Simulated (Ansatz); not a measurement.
## SiPb (model cell, started as zinc blende): the cell at rest

Wanted: the relaxed cell of SiPb (model cell, started as zinc blende).

Method: DFT PBEsol, scalar-relativistic, plane waves, PAW, in Ansatz 0.2.0.

The structure was built from a prototype and need not be the compound's stable phase.

## Step 1: Set-up

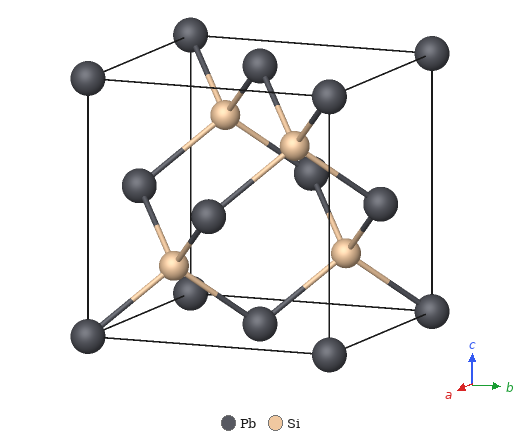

Start, viewed slightly off an axis; lead dark grey, silicon light orange. This picture shows the conventional cell, with its axes. Bonds to atoms that aren't drawn are left out. Some periodic images of atoms are drawn too.

## Step 2: A coarse first look

First a cheap look: the gap decides the mesh and the occupations, the pressure tells how far the cell has to move.

input.yaml

```yaml
crystal:
  lattice:
    - [0.0, 2.95777, 2.95777]
    - [2.95777, 0.0, 2.95777]
    - [2.95777, 2.95777, 0.0]
  atoms:
    - { symbol: Pb, position: [0.0, 0.0, 0.0] }
    - { symbol: Si, position: [0.25, 0.25, 0.25] }
kpoints:
  mp_grid: { grid: [6, 6, 6] }
hamiltonian:
  xc: pbesol
scf:
  occupations: { method: gaussian, width: 0.1 }
output:
  forces: true
  stress: true
  eigenvalues: true
```

The run is started by

```bash
$ ansatz run input.yaml --threads 8 --pin off --max-ram 14336MiB --backend cpu --events-out ev --progress --plain --runs-dir out
```

Numbers of over 12 decimals in the logs are rounded to 6 here.

Log:

```text
Engine: ansatz 0.2.0, x86_64-unknown-linux-gnu
Pseudopotentials: kind: paw
Pseudopotential: Pb, paw, valence charge 14, recommended cutoff 420 eV (normal), Pb.paw.azcp
Pseudopotential: Si, paw, valence charge 4, recommended cutoff 420 eV (normal), Si.paw.azcp
Functional definition: PBEsol
  exchange = pbesol_x
  correlation = pbesol_c
Crystal: 2 atoms, lattice volume = 51.752 Å³
[...]
--- Band table (eV; the first three rows and the last of 16) ---
  k-point 0: bands = [... 5 lower, -3.7760, 8.6303, 9.0093, 9.0093, 9.0093, 11.1057, 11.1057, 11.1057]
  k-point 1: bands = [... 5 lower, -3.4445, 5.8192, 8.4462, 8.4462, 9.5337, 11.7824, 11.7824, 12.5005]
  k-point 2: bands = [... 5 lower, -2.5285, 2.9676, 7.7611, 7.7611, 9.0461, 12.2949, 12.2949, 14.7786]
  k-point 15: bands = [... 5 lower, -0.5021, 0.9536, 5.1128, 5.2834, 11.0028, 11.3466, 14.5697, 14.7844]
[key lines of the parts left out:]
SCF converged after 6 iterations
Free energy (F): -12375.287762 eV
Fermi energy:    8.852742 eV
P = ⅓ Tr σ = 8.7852 GPa (87.852 kbar)
```

It took 0.23 s on 8 threads of AMD EPYC 9R45, shared host; peak memory 0.4 GiB; 0.75 s of CPU time.

Numbers from this step:

```
pressure          : 8.785 GPa
volume per atom   : 25.88 Å³
gap on the k-mesh : 0 eV
```

The coarse mesh shows no gap and a pressure of 8.8 GPa.

## Step 3: Coarse relaxation

A rough relaxation comes first, because large forces or stress need no tight tolerances yet.

Edit input.yaml of step 2 so:

```diff
@@ -18 +18,6 @@
   eigenvalues: true
+relax:
+  adjacent_minimum: "off"
+  f_tol: 0.05
+  max_steps: 80
+  cell: { stress_tol: 0.5 }
```

Log:

```text
[...]
Crystal: 2 atoms, lattice volume = 51.752 Å³
Basis set: ecut = 420 eV, 965 PW (Γ), exchange–correlation on 60×60×60 points (8 copies of the dense FFT grid, shifted against one another)
Bands: 13, of which v1, the nominal top of the filled ones, is band 9 counted from 1 (8 counted from 0)
Symmetry: 24 space group operations
[...]
k-points: 16 of 216 (time reversal used)
[...]
--- Relaxed structure (2 steps of the walk, 2 accepted, 1 SCFs on fresh bases) ---
  F+E_penalty+E_count = -12375.46778697 eV   max|allowed force component| = 2.515e-17 eV/Å   (the final SCF, on the basis selected at the relaxed cell)
  cell:  # Å, volume = 59.5174 Å³
    - [0, 3.098880, 3.098880]
    - [3.098880, 0, 3.098880]
    - [3.098880, 3.098880, 0]
  atoms:
    - { symbol: Pb, position: [0, 0, 0] }
    - { symbol: Si, position: [0.25, 0.25, 0.25] }
[key lines of the parts left out:]
SCF converged after 4 iterations
Free energy (F): -12375.467787 eV
Fermi energy:    6.802560 eV
P = ⅓ Tr σ = -0.1685 GPa (-1.685 kbar)
```

The job ended after 0.49 s (8 threads; peak memory 0.44 GiB).

Relaxation path:

| step | energy less that of the first step (eV) | largest force component (eV/Å) | pressure (GPa) | volume (Å³) |
| --- | --- | --- | --- | --- |
| 1 | 0.0000 | 0.0000 | 8.79 | 51.75 |
| 2 | -0.1787 | 0.0000 | -0.19 | 59.52 |
| 3* | -0.1800 | 0.0000 | -0.17 | 59.52 |

Relaxation steps marked * repeat the geometry before them on a plane-wave basis chosen anew for their cell, so energy and pressure can jump there.

Forces are held to the 24 operations that the run works with; a distortion that breaks them can't arise in this run.

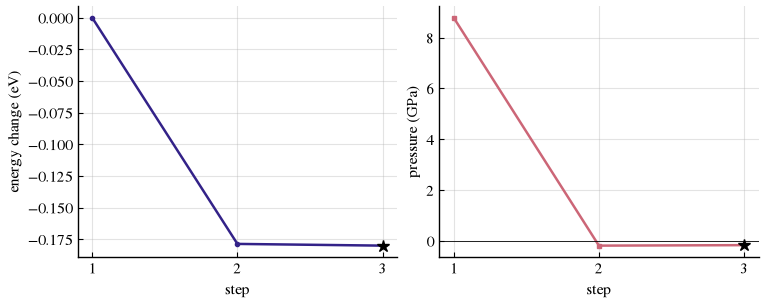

Energy and pressure along the relaxation. Stars mark steps on a basis chosen anew.

| conventional cell, symmetrised | before | after | change |
| --- | --- | --- | --- |
| a (Å) | 5.916 | 6.198 | +4.8 % |
| b (Å) | 5.916 | 6.198 | +4.8 % |
| c (Å) | 5.916 | 6.198 | +4.8 % |
| volume (Å³/atom) | 25.88 | 29.76 | +15.0 % |

The relaxed structure:

```cif
data_structure
_symmetry_space_group_name_H-M 'P 1'
_symmetry_Int_Tables_number 1
_cell_length_a 4.3825
_cell_length_b 4.3825
_cell_length_c 4.3825
_cell_angle_alpha 60.000
_cell_angle_beta 60.000
_cell_angle_gamma 60.000
_cell_volume 59.52
loop_
_atom_site_label
_atom_site_type_symbol
_atom_site_fract_x
_atom_site_fract_y
_atom_site_fract_z
_atom_site_occupancy
Pb1 Pb 0.00000 0.00000 0.00000 1
Si2 Si 0.25000 0.25000 0.25000 1
```

Numbers from this step:

```yaml
pressure: -0.1685 GPa
volume_per_atom: 29.76 Å³
```

In this step the volume went from 25.88 to 29.76 Å³/atom.

## Step 4: Bringing the structure to rest

Harmonic phonons are second derivatives at a point where the forces vanish, and they are wanted at zero stress, so atoms and cell are relaxed first.

input.yaml, the sections that differ from step 3:

```yaml
crystal:
  lattice:
    - [0.0, 3.0988800455, 3.0988800455]
    - [3.0988800455, 0.0, 3.0988800455]
    - [3.0988800455, 3.0988800455, 0.0]
  atoms:
    - { symbol: Pb, position: [0.0, 0.0, 0.0] }
    - { symbol: Si, position: [0.25, 0.25, 0.25] }
kpoints:
  mp_grid: { grid: [12, 12, 12] }
relax:
  adjacent_minimum: "off"
  f_tol: 0.005
  max_steps: 80
  cell: { stress_tol: 0.05 }
# hamiltonian, scf, output: as in step 3
```

Log:

```text
[...]
Crystal: 2 atoms, lattice volume = 59.517 Å³
Basis set: ecut = 420 eV, 1211 PW (Γ), exchange–correlation on 60×60×60 points (8 copies of the dense FFT grid, shifted against one another)
Bands: 13, of which v1, the nominal top of the filled ones, is band 9 counted from 1 (8 counted from 0)
[... 1 set-up line as in the run before ...]
[...]
k-points: 72 of 1728 (time reversal used)
[...]
SCF iter   1: F=—  HF=-12375.511427 eV  |F-HF|=—  |Δ(HF+E_count)|=         —  Δρ=2.79e-3  dr2=9.84e-3  ethr=1.77e-3  ⟨swp⟩=6.3  Hψ=6404  notcnv=0
[...]
SCF iter   8: F=-12375.508430 eV  HF=-12375.508430 eV  |F-HF|=1.22e-9  |Δ(HF+E_count)|=   5.78e-8  Δρ=3.25e-6  dr2=4.46e-9  ethr=5.56e-10  ⟨swp⟩=6.3  Hψ=4814  notcnv=0
SCF 1 converged in 8 iterations: F = -12375.508430 eV  dr2 = 4.46e-9
[...]
relax step   1: F+E_penalty+E_count = -12375.50843025 eV  Δ(F+E_penalty+E_count) = +0.000e0 eV  max|allowed force component| = 1.804e-16 eV/Å  Δτ_max = 0.0000 Å  P = -0.233 GPa  Ω = 59.517 Å³  (8 SCF iters, dr2 threshold 1.00e-7 eV, accepted)
Crystal: 2 atoms, lattice volume = 59.113 Å³
Basis set: ecut = 420 eV, 1139 PW (Γ), exchange–correlation on 60×60×60 points (8 copies of the dense FFT grid, shifted against one another)
[...]
SCF iter   5: F=-12375.508663 eV  HF=-12375.508663 eV  |F-HF|=9.11e-9  |Δ(HF+E_count)|=   2.10e-7  Δρ=3.70e-6  dr2=8.33e-9  ethr=7.55e-10  ⟨swp⟩=6.7  Hψ=4747  notcnv=0
SCF 2 converged in 5 iterations: F = -12375.508663 eV  dr2 = 8.33e-9
relax step   2: F+E_penalty+E_count = -12375.50866338 eV  Δ(F+E_penalty+E_count) = -2.331e-4 eV  max|allowed force component| = 9.714e-17 eV/Å  Δτ_max = 0.0000 Å  P = +0.085 GPa  Ω = 59.113 Å³  energy of the carried Pulay correction = +4.401e-5 eV  (5 SCF iters, dr2 threshold 1.36e-7 eV, accepted)
Crystal: 2 atoms, lattice volume = 59.221 Å³
[...]
SCF iter   5: F=-12375.508680 eV  HF=-12375.508680 eV  |F-HF|=7.84e-10  |Δ(HF+E_count)|=   1.38e-8  Δρ=1.03e-6  dr2=7.08e-10  ethr=1.01e-10  ⟨swp⟩=5.8  Hψ=4046  notcnv=0
SCF 3 converged in 5 iterations: F = -12375.508680 eV  dr2 = 7.08e-10
relax step   3: F+E_penalty+E_count = -12375.50867997 eV  Δ(F+E_penalty+E_count) = -1.659e-5 eV  max|allowed force component| = 8.789e-17 eV/Å  Δτ_max = 0.0000 Å  P = -0.001 GPa  Ω = 59.221 Å³  energy of the carried Pulay correction = +3.224e-5 eV  (5 SCF iters, dr2 threshold 1.82e-8 eV, accepted)
[...]
SCF iter   1: F=—  HF=-12375.508642 eV  |F-HF|=—  |Δ(HF+E_count)|=         —  Δρ=6.24e-6  dr2=5.33e-9  ethr=3.63e-7  ⟨swp⟩=3.8  Hψ=9267  notcnv=0
eigensolver tolerance schedule: the retry pair's looser diagonalisation over-reported the residual by 12256.41 of it (diagonalisation noise at an unbounded share of the residual, at the tolerance the schedule requests for it); recorded, not acted on — ethr = c·dr2/N_el stays at c = 1.0e-1
[...]
SCF iter   2: F=—  HF=-12375.508643 eV  |F-HF|=—  |Δ(HF+E_count)|=   6.86e-7  Δρ=3.05e-6  dr2=1.35e-9  ethr=2.96e-11  ⟨swp⟩=3.0  Hψ=1853  notcnv=0
[...]
SCF iter   5: F=-12375.508643 eV  HF=-12375.508643 eV  |F-HF|=3.64e-12  |Δ(HF+E_count)|=  2.18e-11  Δρ=4.27e-8  dr2=1.50e-12  ethr=1.00e-12  ⟨swp⟩=7.5  Hψ=5233  notcnv=0
SCF 4 converged in 5 iterations: F = -12375.508643 eV  dr2 = 1.50e-12
relax step   4: F+E_penalty+E_count = -12375.50864302 eV  Δ(F+E_penalty+E_count) = +3.695e-5 eV  max|allowed force component| = 8.327e-17 eV/Å  Δτ_max = 0.0000 Å  P = -0.001 GPa  Ω = 59.221 Å³  stress off target by 1.30e-3 GPa  SCF on the basis re-selected at this cell (its energy is not comparable with the rows above)  (5 SCF iters)
basis re-selected at this cell: Δ(F+E_penalty+E_count) = +3.695e-5 eV, ΔP = -0.000 GPa vs the last step (what re-selecting the basis moved, of the pressure what is left beyond the Pulay correction that the steps carried, after the strain that the cell walked since its last selection, with what the two solves' SCF thresholds leave and, on support functions, any second-order correction that the steps lacked; it is no m [...]
SCF converged after 5 iterations
Free energy (F): -12375.508643 eV
[...]
Internal energy: -12375.507532 eV  (E = F + TS)
E sigma→0 (E₀):  -12375.508088 eV
Entropy (-TS):   -0.001111 eV (-0.555 meV/atom)
Fermi energy:    7.050169 eV
[...]
--- Stress (GPa, compression-positive) ---
       -0.001303       0.000000       0.000000
        0.000000      -0.001303       0.000000
        0.000000       0.000000      -0.001303
  P = ⅓ Tr σ = -0.0013 GPa (-0.013 kbar)
--- Band table (eV; the first three rows and the last of 72) ---
  k-point 0: bands = [... 5 lower, -4.5240, 5.8712, 7.2147, 7.2147, 7.2147, 9.3861, 9.3861, 9.3861]
  k-point 1: bands = [... 5 lower, -4.4517, 5.1575, 7.0700, 7.0700, 7.4542, 9.5697, 9.5697, 9.6241]
  k-point 2: bands = [... 5 lower, -4.2381, 3.9267, 6.7582, 6.7582, 7.4292, 9.9614, 9.9614, 10.3999]
  k-point 71: bands = [... 5 lower, -1.7413, -0.3567, 3.8110, 3.9646, 9.9561, 10.9152, 11.1207, 11.5661]
--- Relaxed structure (3 steps of the walk, 3 accepted, 1 SCFs on fresh bases) ---
[...]
cell:  # Å, volume = 59.2209 Å³
    - [0, 3.093725, 3.093725]
    - [3.093725, 0, 3.093725]
    - [3.093725, 3.093725, 0]
  atoms:
    - { symbol: Pb, position: [0, 0, 0] }
    - { symbol: Si, position: [0.25, 0.25, 0.25] }
```

Elapsed: 1.3 s, on 8 threads; peak memory 0.55 GiB; 8.2 s of CPU time.

The steps of the relaxation:

| step | energy less that of the first step (eV) | largest force component (eV/Å) | pressure (GPa) | volume (Å³) |
| --- | --- | --- | --- | --- |
| 1 | 0.0000 | 0.0000 | -0.23 | 59.52 |
| 2 | -0.0002 | 0.0000 | 0.09 | 59.11 |
| 3 | -0.0003 | 0.0000 | 0.00 | 59.22 |
| 4* | -0.0002 | 0.0000 | 0.00 | 59.22 |

Relaxation steps marked * repeat the geometry before them on a plane-wave basis chosen anew for their cell, so energy and pressure can jump there.

The run keeps the 24 symmetry operations that it works with, so distortions that break them were not tested.

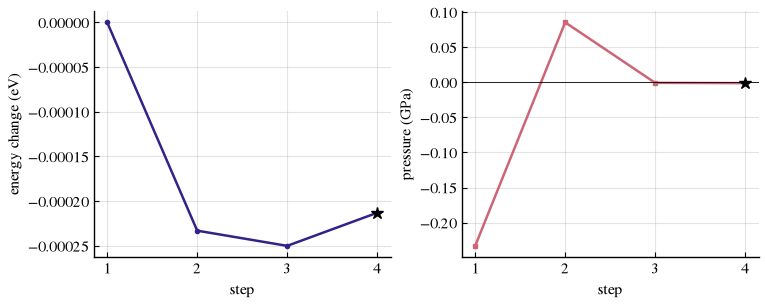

Energy and pressure along the relaxation. Stars mark steps on a basis chosen anew.

| conventional cell, symmetrised | before | after | change |
| --- | --- | --- | --- |
| a (Å) | 6.198 | 6.187 | -0.2 % |
| b (Å) | 6.198 | 6.187 | -0.2 % |
| c (Å) | 6.198 | 6.187 | -0.2 % |
| volume (Å³/atom) | 29.76 | 29.61 | -0.5 % |

Final coordinates:

```
Pb Si
1.0
     0.00000    3.09372    3.09372
     3.09372    0.00000    3.09372
     3.09372    3.09372    0.00000
Pb Si
1 1
Direct
  0.00000 0.00000 0.00000
  0.25000 0.25000 0.25000
```

Numbers from this step:

```
pressure        : -0.001303 GPa
volume per atom : 29.61 Å³
```

In this step the volume went from 29.76 to 29.61 Å³/atom.

## Step 5: Tight relaxation

Phonons need a cell at rest on their own settings, so the relaxation is repeated with tight tolerances on forces and stress on the k mesh and occupations of the first response run.

input.yaml, the sections that differ from step 4:

```yaml
crystal:
  lattice:
    - [0.0, 3.0937247481, 3.0937247481]
    - [3.0937247481, 0.0, 3.0937247481]
    - [3.0937247481, 3.0937247481, 0.0]
  atoms:
    - { symbol: Pb, position: [0.0, 0.0, 0.0] }
    - { symbol: Si, position: [0.25, 0.25, 0.25] }
scf:
  occupations: { method: methfessel_paxton, width: 0.2 }
relax:
  adjacent_minimum: "off"
  f_tol: 0.001
  max_steps: 60
  cell: { stress_tol: 0.01 }
# kpoints, hamiltonian, output: as in step 4
```

Log:

```text
[...]
Crystal: 2 atoms, lattice volume = 59.221 Å³
Basis set: ecut = 420 eV, 1139 PW (Γ), exchange–correlation on 60×60×60 points (8 copies of the dense FFT grid, shifted against one another)
Bands: 13, of which v1, the nominal top of the filled ones, is band 9 counted from 1 (8 counted from 0)
[... 1 set-up line as in the run before ...]
[...]
k-points: 72 of 1728 (time reversal used)
[...]
k-point 71: bands = [... 5 lower, -1.7411, -0.3566, 3.8111, 3.9647, 9.9562, 10.9153, 11.1208, 11.5662]
--- Relaxed structure (1 steps of the walk, 1 accepted, 1 SCFs on fresh bases) ---
[...]
cell:  # Å, volume = 59.2209 Å³
    - [0.0, 3.0937247481, 3.0937247481]
    - [3.0937247481, 0.0, 3.0937247481]
    - [3.0937247481, 3.0937247481, 0.0]
  atoms:
    - { symbol: Pb, position: [0.0, 0.0, 0.0] }
    - { symbol: Si, position: [0.25, 0.25, 0.25] }
[key lines of the parts left out:]
SCF converged after 6 iterations
Free energy (F): -12375.508225 eV
Fermi energy:    7.037332 eV
P = ⅓ Tr σ = -0.0092 GPa (-0.092 kbar)
```

Wall time 0.8 s (8 threads); peak memory 0.53 GiB; 4.6 s of CPU time.

Little changed from the start: no atom moved by 0.005 Å and no cell edge by 0.1 %.

Numbers from this step:

| Item | Value |
| --- | --- |
| pressure | -0.009177 GPa |

The forces vanish by symmetry and the pressure is -0.009 GPa, within the tolerances set. The cell now holds 29.61 Å³/atom.

## Step 6: What came out

```json
{
 "space group after relaxation (within 0.01 Å)": "F-43m",
 "lattice constant a": "6.187 Å",
 "lattice constant b": "6.187 Å",
 "lattice constant c": "6.187 Å",
 "volume per atom": "29.6 Å³"
}
```

What this shows: The forces vanish by symmetry and the pressure is -0.009 GPa, within the tolerances set. The cell now holds 29.61 Å³/atom. The relaxation keeps the symmetry of its start, so it says nothing on stability against lower symmetry. Spin-orbit coupling is left out, which can matter for the heavy elements here. The starting cell was built on a prototype and not taken from a measurement, so the phase need not exist.

[Logs are printed without paths, hosts, clocks, repeated set-up lines and the standing remarks that a program may print on its own settings, such as how far it seeks lower states.]

[Hosts, paths, dates, database ids (printed as entryN), source tags and the programs' standing remarks are cut or masked in the printed files.]
